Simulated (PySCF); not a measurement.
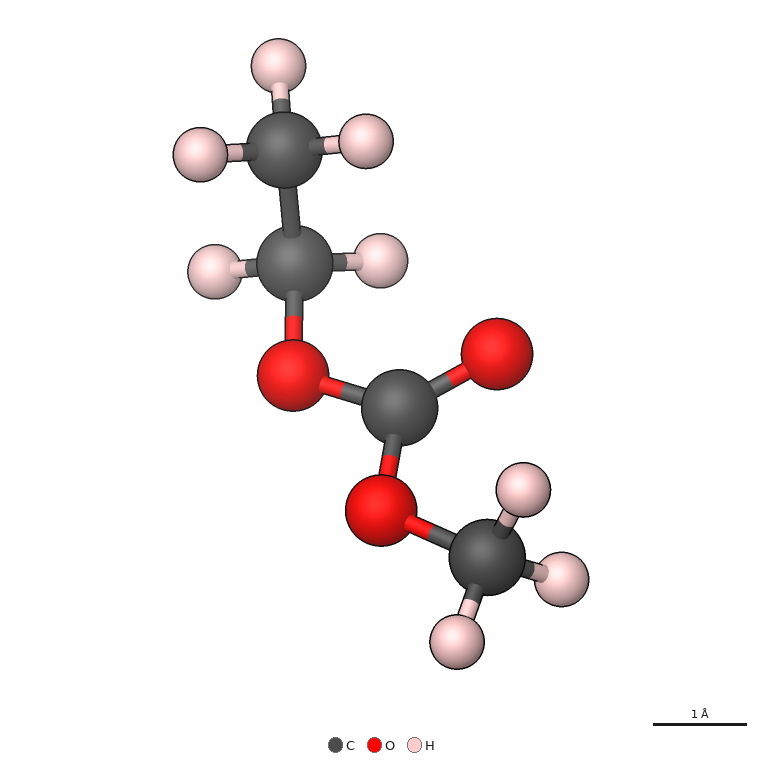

A ball-and-stick model of a molecule. Every bond is drawn as one stick, whatever its order.

The geometry was computed by an optimisation with PBE0-D3(BJ)/def2-SVP. No frequency run is at hand to confirm it as a minimum.

> Give the formula.

C₄H₈O₃, 15 atoms: 4 carbon, 8 hydrogen and 3 oxygen.

> What is the point group of this geometry?

C1.

> How many bonds of each kind are drawn?

8 C–H, 5 C–O, 1 C–C.

The parts below concern this one geometry. Atoms keep their numbers from picture to picture.

### Excitation

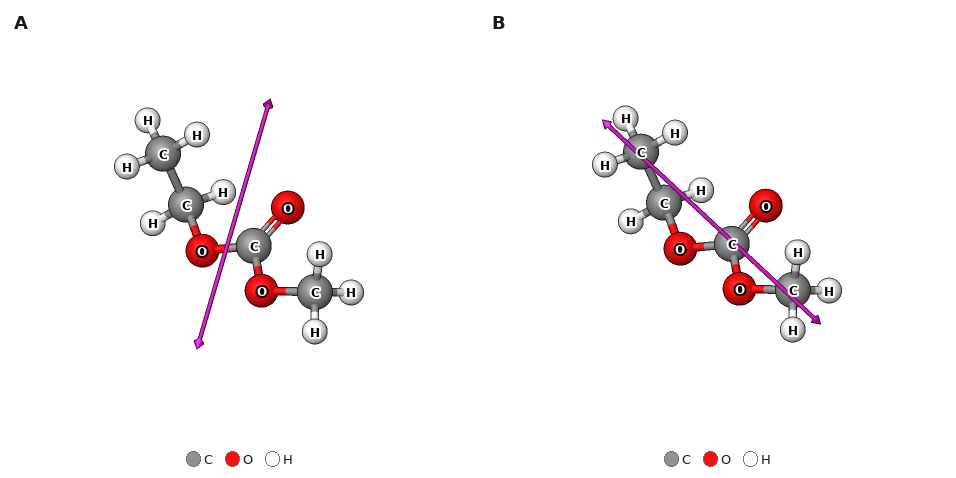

The double arrows show the directions of two transition dipoles from the ground state (lengths mean nothing). No frequency run is at hand to confirm it as a minimum. Level of theory: TDDFT CAM-B3LYP/def2-SVPD, vertical, gas phase, core orbitals frozen in the response (PySCF 2.14.0).

> One belongs to singlet state 3 and one to singlet state 6. Which is which?

A: state 6, 8.99 eV (138 nm), oscillator strength 0.082, of mixed character, with the largest part HOMO−2 → LUMO+2 (weight 0.28).
B: state 3, 8.45 eV (147 nm), oscillator strength 0.017, mainly HOMO−1 → LUMO (weight 0.59).

### Core levels

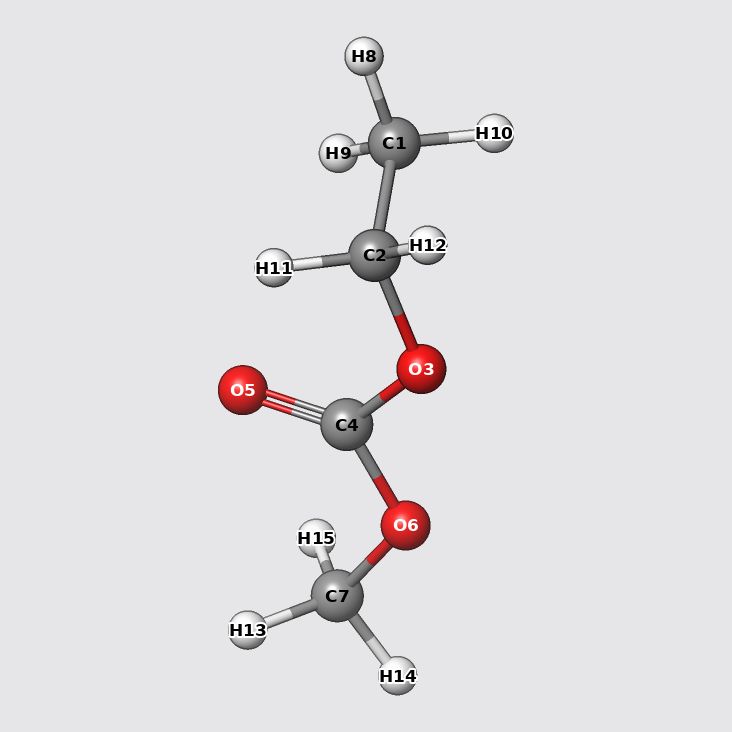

No frequency run is at hand to confirm it as a minimum. Properties computed with delta-SCF UKS SCAN, pcX-2 on the ionised atom, pcseg-1 elsewhere, spin-free X2C (PySCF 2.14.0).

Give the core-electron binding energies (to vacuum) of C1 1s, C2 1s, O3 1s, C4 1s, O5 1s, O6 1s, C7 1s.

| atom | level | binding energy (eV) |
| --- | --- | --- |
| C1 | 1s | 290.9 |
| C2 | 1s | 292.6 |
| O3 | 1s | 539.5 |
| C4 | 1s | 295.7 |
| O5 | 1s | 537.7 |
| O6 | 1s | 539.7 |
| C7 | 1s | 292.7 |

### NMR shielding

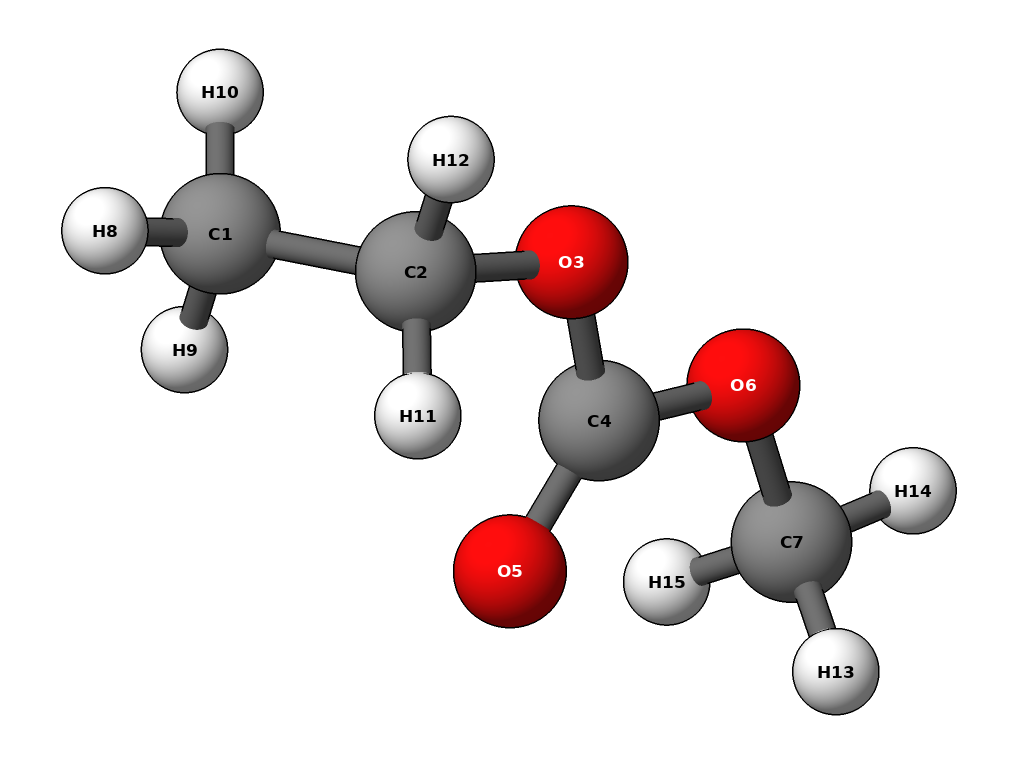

No frequency run is at hand to confirm it as a minimum. Method: GIAO B3LYP/pcSseg-2 NMR shielding, non-relativistic, gas phase (PySCF 2.14.0). Principal shieldings σ11 ≤ σ22 ≤ σ33, span Ω = σ33 − σ11, skew κ = 3(σiso − σ22)/Ω.

> Which O atom has the most anisotropic shielding?

O5, with a span of 442 ppm.

Give the shielding tensors of the O atoms.

```tsv
atom	σ11	σ22	σ33	σiso	Ω	κ
O3	34.7	202.6	228.4	155.2	193.7	−0.73
O5	−123.5	−106.2	318.3	29.5	441.9	0.92
O6	43.8	219.9	288.1	183.9	244.3	−0.44
```

Shieldings and span in ppm.

### Charges

The questions are on IAO charges. No frequency run is at hand to confirm it as a minimum. Properties computed with PBE0/pcSseg-1, gas phase (PySCF 2.14.0).

> Which atom carries the highest charge (most positive or least negative)?

C4 (0.66 e).

> And the lowest?

O5 (−0.52 e).

List the IAO charges.

```
atom  value (e)
  C1      −0.43
  C2      −0.05
  O3      −0.34
  C4       0.66
  O5      −0.52
  O6      −0.33
  C7      −0.20
  H8       0.15
  H9       0.15
 H10       0.14
 H11       0.15
 H12       0.15
 H13       0.15
 H14       0.16
 H15       0.15
```
